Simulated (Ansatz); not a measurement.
**[HO2]− (SMILES [O-]O): SVWN5/def2-TZVPPD**

What is the energy change on altering one bond length of [HO2]− at SVWN5/def2-TZVPPD? 

Program for the calculation: Ansatz 0.2.0.

2 further runs of the same task are left out: 2 set aside as unsound or not needed.

## (1) The system as given

[HO2]−: 3 atoms, total charge -1, spin state singlet. SMILES: `[O-]O`. The coordinates come from a PBE0-D4/def2-TZVPD relaxation.

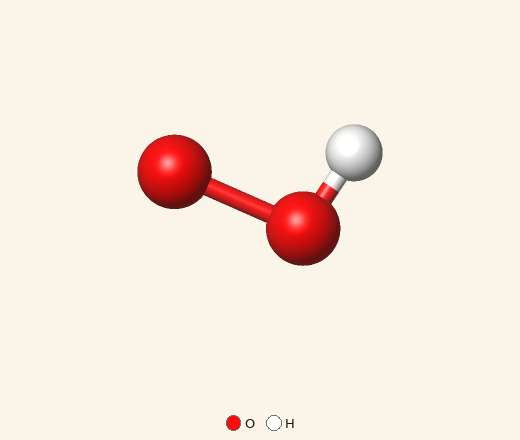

The structure, seen from a chosen angle (oxygen red, hydrogen white).

## (2) The energy at SVWN5/def2-TZVPPD

The input, run.yaml:

```yaml
crystal:
  periodic: [false, false, false]
  atoms:
    - {symbol: O, position_ang: [-0.357760, 1.025590, -0.080830]}
    - {symbol: O, position_ang: [-0.242260, -0.445880, -0.180750]}
    - {symbol: H, position_ang: [0.600030, -0.579720, 0.261570]}
basis:
  gaussian:
    orbitals: def2-TZVPPD.json
accuracy: high
hamiltonian:
  xc: {name: SVWN5}
total_charge: -1
output: {orbitals: {seedname: orbitals}}
```

The basis set def2-TZVPPD is read from a file made from the Basis Set Exchange's data (not shown).

On the command line:

```sh
ansatz run run.yaml --threads 1 --pin off --max-ram 3480MiB --events-out events.jsonl --progress --plain --runs-dir runs
```

The program printed:

```text
Warning: RAYON_NUM_THREADS=1 ignored (pool sized by the plan → 1); use --threads N
Functional definition: SVWN5
  name "SVWN5"
  exchange = slater_x
  correlation = vwn5_c
1485 factors; integrals over basis functions are off by at most 3.9e-9 eV
mean field evaluation 1: about -4078.2542 eV, gradient 3.4e1 eV
mean field evaluation 2: about -4073.4560 eV, gradient 6.3e1 eV
mean field evaluation 4: about -4080.0223 eV, gradient 9.9e0 eV
mean field evaluation 8: about -4080.1851 eV, gradient 1.4e-2 eV
mean field evaluation 16: about -4080.1851 eV, gradient 6.7e-7 eV
mean field -4080.18512232 eV, -149.9440375965 hartree, gradient 2.9e-8 eV, S^2 0.000000; 0 other end points of the search recorded, 0 dependent functions left out
reference -4080.18512486 eV, -149.9440376896 hartree; 9, 9 occupied and 88, 88 virtual orbitals, 1485 factors
Total energy: -4080.18512486 eV, -149.9440376896 hartree
```

It took 1.6 s on 1 thread of Arm Neoverse V2, shared host; peak memory 0.17 GiB.

## (3) The distorted shape, same level

The input, molecule.yaml:

```yaml
crystal:
  periodic: [false, false, false]
  atoms:
    - symbol: O
      position_ang: [-0.392411, 1.467044, -0.050853]
    - symbol: O
      position_ang: [-0.242260, -0.445880, -0.180750]
    - symbol: H
      position_ang: [0.600030, -0.579720, 0.261570]
basis:
  gaussian: {orbitals: def2-TZVPPD.json}
total_charge: -1
hamiltonian: {xc: {name: SVWN5}}
accuracy: high
output: {orbitals: {seedname: orbitals}}
```

The basis set def2-TZVPPD is read from a file made from the Basis Set Exchange's data (not shown).

On the command line:

```sh
ansatz run molecule.yaml --threads 1 --pin off --max-ram 3480MiB --events-out events.jsonl --progress --plain --runs-dir runs
```

The program printed:

```text
Warning: RAYON_NUM_THREADS=1 ignored (pool sized by the plan → 1); use --threads N
[... 4 set-up lines as earlier in the session ...]
1442 factors; integrals over basis functions are off by at most 3.9e-9 eV
mean field evaluation 1: about -4077.7718 eV, gradient 2.8e1 eV
mean field evaluation 2: about -4075.0044 eV, gradient 4.8e1 eV
mean field evaluation 4: about -4078.6107 eV, gradient 1.6e1 eV
mean field evaluation 8: about -4079.0627 eV, gradient 9.3e-2 eV
mean field evaluation 16: about -4079.0628 eV, gradient 1.5e-5 eV
mean field evaluation 32: about -4079.0628 eV, gradient 1.2e-8 eV
mean field -4079.06278886 eV, -149.9027926025 hartree, gradient 1.6e-8 eV, S^2 0.000000; 4 other end points of the search recorded, 0 dependent functions left out
reference -4079.06279155 eV, -149.9027927014 hartree; 9, 9 occupied and 88, 88 virtual orbitals, 1442 factors
Total energy: -4079.06279155 eV, -149.9027927014 hartree
```

It took 2.4 s on 1 thread of Arm Neoverse V2, shared host; peak memory 0.17 GiB.

## (4) What came out

Level: SVWN5/def2-TZVPPD.

```
                                                              quantity          value
                                             first shape: total energy  -149.94404 Eh
                                              first shape: HOMO energy        2.71 eV
                                              first shape: LUMO energy        4.29 eV
    first shape: HOMO–LUMO gap (to an unbound level, set by the basis)        1.58 eV
                                         distorted shape: total energy  -149.90279 Eh
                                          distorted shape: HOMO energy        1.35 eV
                                          distorted shape: LUMO energy        2.01 eV
distorted shape: HOMO–LUMO gap (to an unbound level, set by the basis)        0.66 eV
     energy change with the O1–O2 bond stretched from 1.479 to 1.923 Å       1.122 eV
```

In words: With the O1–O2 bond stretched from 1.479 to 1.923 Å the energy rises by 1.12 eV (108 kJ/mol). The first shape isn't relaxed at this level, so the change isn't measured from a minimum. The HOMO (first shape) lies at positive energy, 2.71 eV, as semi-local functionals often give for anions; only total energies tell whether the electron is bound. The HOMO (distorted shape) lies at positive energy, 1.35 eV, as semi-local functionals often give for anions; only total energies tell whether the electron is bound.
